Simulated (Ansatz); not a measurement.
## Geometry relaxation of SiH$_{5}$ClO (part 2 of 2)

Continued. System: SiH$_{5}$ClO. Method: RKS revPBE/def2-SVP (Ansatz 0.2.0). The input holds or restrains some coordinates. Forces given for the steps count only the free coordinates. It belongs to a series of runs on one base structure; here: pulled along the bonds that form and break, towards end B.

Geometry of the input (Å):
```
Si 0.0000  0.0000  0.0000
O  0.0000  0.0000  2.0300
H  -0.9095  -0.2814  2.3671
H  1.3768  0.0000  -0.4862
H  -0.6877  1.1914  -0.4862
H  -0.6877  -1.1914  -0.4862
Cl 1.2683  -1.9259  0.7662
H  0.6739  -1.0233  1.8701
```

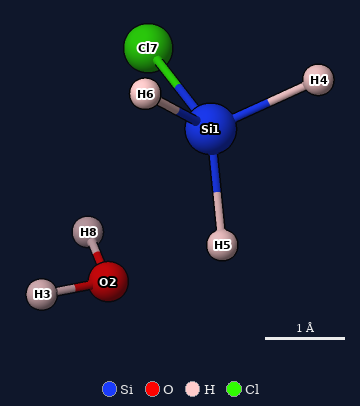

*The geometry at step 9 of the log (ball-and-stick view, seen at a tilt; atoms are numbered from 1 in the order of the input).*

Trajectory as extended XYZ (Å, eV, eV/Å), 16 frames, from step=1 to step=16
```
8
Properties=species:S:1:pos:R:3:forces:R:3 step=1 energy=-22515.10427
Si    0.0000    0.0000    0.0000    0.4546  -0.5504   0.7981
O     0.0000    0.0000    2.0300   -1.1776  -0.0929  -1.2125
H    -0.9095   -0.2814    2.3671    1.0847   0.3899  -0.4306
H     1.3768    0.0000   -0.4862    0.3780   1.2032  -0.4984
H    -0.6877    1.1914   -0.4862   -0.6968   1.0672   0.4300
H    -0.6877   -1.1914   -0.4862   -1.0782  -0.0564  -0.3838
Cl    1.2683   -1.9259    0.7662    1.3277  -2.3455   1.3106
H     0.6739   -1.0233    1.8701   -0.2924   0.3849  -0.0135
8
Properties=species:S:1:pos:R:3:forces:R:3 step=2 energy=-22514.89449
Si    0.0463   -0.0665   -0.1173    0.0170   0.2198   1.0720
O     0.0028    0.0092    2.1814    0.6030  -1.0575  -1.8015
H    -0.9188   -0.2829    2.3748    0.2956  -0.1332   0.1013
H     1.4014    0.0147   -0.5038    1.3343   1.2379  -1.0186
H    -0.6899    1.1938   -0.4789   -0.2848   0.3541   0.6984
H    -0.7086   -1.2071   -0.5009   -1.4929  -0.6510  -0.7432
Cl    1.3022   -1.9819    0.6098    0.4929  -1.1308   1.4305
H     0.5989   -0.9098    2.0096   -0.9651   1.1605   0.2612
8
Properties=species:S:1:pos:R:3:forces:R:3 step=3 energy=-22514.68306
Si    0.0955   -0.1391   -0.2351   -0.5917   0.9635   1.1265
O     0.0089    0.0142    2.3147   -0.4730   0.6000  -1.0277
H    -0.9221   -0.2897    2.3803    0.1626  -0.1066   0.1967
H     1.4336    0.0330   -0.5255    2.1086   1.4033  -1.3913
H    -0.6880    1.1887   -0.4646    0.1557  -0.3746   0.7582
H    -0.7356   -1.2251   -0.5168   -1.8731  -1.0728  -1.0312
Cl    1.3140   -2.0069    0.4638    0.2552  -0.8252   1.2811
H     0.5278   -0.8057    2.1580    0.2558  -0.5876   0.0878
8
Properties=species:S:1:pos:R:3:forces:R:3 step=4 energy=-22514.83679
Si    0.1573   -0.2273   -0.3352   -0.5108   0.8221   0.7408
O    -0.0236    0.0577    2.4487   -0.5236   0.4562  -0.6882
H    -0.9401   -0.2874    2.3977    0.0786   0.0384   0.1895
H     1.5145    0.1048   -0.6140    1.0387   1.1964  -1.2995
H    -0.6622    1.1392   -0.4165    0.4360  -0.7665   0.6892
H    -0.8144   -1.2596   -0.5833   -1.2415  -0.3322  -1.0230
Cl    1.2979   -2.0107    0.3354    0.2680  -0.7622   1.3508
H     0.5048   -0.7472    2.3420    0.4546  -0.6522   0.0403
8
Properties=species:S:1:pos:R:3:forces:R:3 step=5 energy=-22515.42677
Si    0.2041   -0.2875   -0.3511   -0.1837   0.3762   0.1218
O    -0.0561    0.0894    2.4791    0.6999  -0.7740  -0.5511
H    -0.9531   -0.2864    2.4254   -0.2158  -0.0580   0.1269
H     1.5476    0.2115   -0.7738   -0.1484   0.2900  -0.8839
H    -0.6092    1.0508   -0.3216    0.3380  -0.5170   0.7653
H    -0.8945   -1.2437   -0.7143   -0.1147   0.2169  -0.7965
Cl    1.2851   -2.0289    0.3799    0.0723  -0.2021   1.1099
H     0.5102   -0.7357    2.4513   -0.4477   0.6680   0.1076
8
Properties=species:S:1:pos:R:3:forces:R:3 step=6 energy=-22515.97847
Si    0.2374   -0.3333   -0.3788   -0.2151   0.4383  -0.1539
O    -0.0582    0.0992    2.4497   -0.2592  -0.8450  -0.0828
H    -0.9689   -0.2906    2.4585    0.5066   0.3033   0.0709
H     1.5190    0.2477   -0.9633   -0.5116  -0.2061  -0.5559
H    -0.5564    0.9780   -0.1500    0.3486  -0.5228   0.6020
H    -0.9039   -1.2081   -0.8891    0.4072   0.3095  -0.5654
Cl    1.2689   -2.0078    0.4861   -0.0333   0.0584   0.7248
H     0.4962   -0.7157    2.5616   -0.2431   0.4644  -0.0396
8
Properties=species:S:1:pos:R:3:forces:R:3 step=7 energy=-22516.36123
Si    0.2480   -0.3452   -0.3838   -0.0915   0.2101  -0.5833
O    -0.0763    0.1094    2.4447    0.2441  -0.9170   0.3257
H    -0.9742   -0.2857    2.4799    0.1276   0.1639   0.0499
H     1.4558    0.2161   -1.1321   -0.5160  -0.2128  -0.1974
H    -0.5110    0.9177    0.0244    0.3088  -0.4532   0.3341
H    -0.8469   -1.1729   -1.0553    0.4030   0.3313  -0.2295
Cl    1.2533   -1.9771    0.5615   -0.0747   0.1528   0.4574
H     0.4853   -0.6929    2.6354   -0.4012   0.7248  -0.1568
8
Properties=species:S:1:pos:R:3:forces:R:3 step=8 energy=-22516.58462
Si    0.2706   -0.3686   -0.4111    0.0183   0.0886  -0.4746
O    -0.1041    0.0963    2.4228    0.2516  -0.5942   0.7091
H    -1.0039   -0.2752    2.5155    0.0325   0.0482   0.0485
H     1.3491    0.1881   -1.2989   -0.0313  -0.1172  -0.1312
H    -0.4088    0.8331    0.1737    0.1400  -0.1654   0.1310
H    -0.7987   -1.1032   -1.1715    0.0683  -0.0281  -0.1010
Cl    1.2708   -1.9326    0.6324   -0.0852   0.1850   0.0374
H     0.4591   -0.6686    2.7120   -0.3942   0.5832  -0.2192
8
Properties=species:S:1:pos:R:3:forces:R:3 step=9 energy=-22516.65158
Si    0.2836   -0.3450   -0.4268    0.3981  -0.1664  -0.6032
O    -0.1789    0.0596    2.4090    0.1928  -0.3963   0.7860
H    -1.0710   -0.3129    2.5397   -0.0201  -0.0426   0.0923
H     1.2879    0.0931   -1.4633   -0.0839   0.0104  -0.0282
H    -0.2377    0.8569    0.2744    0.0573   0.0228  -0.0770
H    -0.8209   -1.0819   -1.1342   -0.0765   0.0188   0.1164
Cl    1.3610   -1.8319    0.6455   -0.0559   0.0981  -0.0528
H     0.4100   -0.6685    2.7305   -0.4118   0.4553  -0.2335
8
Properties=species:S:1:pos:R:3:forces:R:3 step=10 energy=-22516.74049
Si    0.3453   -0.3222   -0.4394    0.2158  -0.2253  -0.7314
O    -0.2926    0.0096    2.3799   -0.1115  -0.5025   0.7533
H    -1.1614   -0.3696    2.6386    0.3067   0.0585  -0.0153
H     1.2304    0.0291   -1.6340   -0.1745  -0.0788   0.2818
H    -0.0514    0.9164    0.2853    0.1682   0.0338  -0.1385
H    -0.8552   -1.0555   -1.0021    0.0674   0.1255   0.2229
Cl    1.4657   -1.7686    0.6466    0.0034   0.1825  -0.1283
H     0.3533   -0.6698    2.6999   -0.4753   0.4063  -0.2445
8
Properties=species:S:1:pos:R:3:forces:R:3 step=11 energy=-22516.81721
Si    0.3812   -0.3065   -0.4463    0.0404  -0.1777  -0.6020
O    -0.4119   -0.0432    2.3343   -0.2813  -0.7971   0.9031
H    -1.2258   -0.4581    2.7279    0.7302   0.2710  -0.3054
H     1.1911   -0.0471   -1.7252   -0.2551  -0.0957   0.3801
H     0.1268    0.9911    0.2592    0.1744  -0.1000  -0.1778
H    -0.9063   -1.0162   -0.8616    0.3080   0.2374   0.2313
Cl    1.5601   -1.7041    0.6439   -0.0262   0.1857  -0.1297
H     0.3188   -0.6466    2.6426   -0.6905   0.4764  -0.2996
8
Properties=species:S:1:pos:R:3:forces:R:3 step=12 energy=-22516.91306
Si    0.4117   -0.2919   -0.4348    0.0575  -0.0413  -0.2070
O    -0.5105   -0.0863    2.2978    0.2085  -0.5454   0.5929
H    -1.2703   -0.5468    2.7173    0.2268   0.0943  -0.1647
H     1.0948   -0.1368   -1.7817   -0.0821  -0.0493   0.1754
H     0.3104    1.0524    0.2222    0.1010  -0.1025  -0.1320
H    -0.9263   -0.9482   -0.6753    0.1359   0.0876   0.1067
Cl    1.6636   -1.6250    0.6520   -0.0658   0.1383  -0.1221
H     0.2608   -0.6480    2.5773   -0.5816   0.4183  -0.2493
8
Properties=species:S:1:pos:R:3:forces:R:3 step=13 energy=-22516.95899
Si    0.4235   -0.2713   -0.4058    0.1234  -0.0770  -0.0749
O    -0.5743   -0.0986    2.2951    0.3343  -0.3376   0.3745
H    -1.2914   -0.6908    2.6006    0.1083   0.0373  -0.0894
H     1.0056   -0.2277   -1.7964   -0.0165  -0.0251   0.0285
H     0.4599    1.1077    0.1691    0.0209  -0.0112  -0.0289
H    -0.9473   -0.8705   -0.4927    0.0123   0.0174   0.0123
Cl    1.7173   -1.5721    0.6674   -0.0863   0.1019  -0.0747
H     0.2408   -0.6073    2.5375   -0.4964   0.2943  -0.1474
8
Properties=species:S:1:pos:R:3:forces:R:3 step=14 energy=-22516.94858 accepted=F
Si    0.4157   -0.2605   -0.3761    0.1859  -0.0092  -0.1060
O    -0.5765   -0.0795    2.3271   -0.5375  -1.2181   0.3913
H    -1.2850   -0.7901    2.4284    1.0042   0.9405  -0.1399
H     0.9521   -0.2889   -1.7877   -0.0486  -0.0075   0.0556
H     0.5225    1.1414    0.1427   -0.0264  -0.0763  -0.0394
H    -0.9745   -0.8241   -0.3985    0.0454   0.0223   0.0088
Cl    1.7316   -1.5467    0.6878   -0.1211   0.0804  -0.0486
H     0.2483   -0.5822    2.5510   -0.5019   0.2678  -0.1219
8
Properties=species:S:1:pos:R:3:forces:R:3 step=15 energy=-22516.96611
Si    0.4212   -0.2633   -0.3880    0.1355  -0.0809  -0.1267
O    -0.5735   -0.0871    2.3153    0.1204  -0.5591   0.3768
H    -1.2867   -0.7368    2.5157    0.3029   0.2529  -0.1216
H     0.9796   -0.2600   -1.7890   -0.0178  -0.0063   0.0275
H     0.4845    1.1299    0.1509    0.0152  -0.0293  -0.0071
H    -0.9568   -0.8486   -0.4478    0.0052   0.0172   0.0237
Cl    1.7235   -1.5630    0.6759   -0.1004   0.1079  -0.0442
H     0.2421   -0.6019    2.5418   -0.4611   0.2975  -0.1285
8
Properties=species:S:1:pos:R:3:forces:R:3 step=16 energy=-22516.97292
Si    0.4179   -0.2588   -0.3781    0.1378  -0.0918  -0.0766
O    -0.5851   -0.0886    2.3220    0.3851  -0.3186   0.2910
H    -1.2611   -0.7863    2.4327    0.0489   0.0353  -0.0241
H     0.9563   -0.2856   -1.7850   -0.0078  -0.0011   0.0070
H     0.5114    1.1379    0.1449    0.0075  -0.0068  -0.0113
H    -0.9704   -0.8206   -0.4085    0.0037   0.0069   0.0052
Cl    1.7176   -1.5566    0.6916   -0.1000   0.0964  -0.0580
H     0.2475   -0.5720    2.5552   -0.4752   0.2797  -0.1333
```

Summary

| quantity | value |
| --- | --- |
| outcome | converged under the restraints of the input |
| total energy | −22516.9730 eV |
| mean-field energy | −22516.9730 eV |
| largest force (length of the vector) at the end, held atoms and coordinates included | 0.578 eV/Å |
| hardware | 2 threads of Arm Neoverse V1, 24 GiB of memory available, shared host |
| wall time | 18 s (CPU time 33 s) |
| peak memory | 0.14 GiB |
